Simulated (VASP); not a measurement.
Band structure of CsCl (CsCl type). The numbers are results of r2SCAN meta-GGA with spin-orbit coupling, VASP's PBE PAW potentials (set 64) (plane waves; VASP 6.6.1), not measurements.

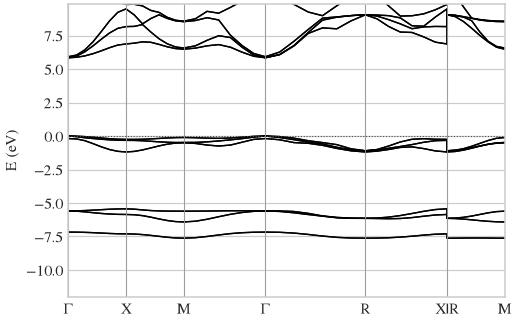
Figure: Bands along high-symmetry lines, zero at the valence-band maximum or, without a gap, the Fermi level

**Question.** Read the plot: is there a gap, and where are the band edges?

**Answer.** The gap is direct, 5.84 eV, from the valence maximum at Γ to the conduction minimum at Γ.

Measured: gap 8.35 eV at 80 K (computed value off by -2.51 eV), as given by Wikipedia, Caesium chloride.

The compound is CsCl in the CsCl type structure. It was relaxed first.
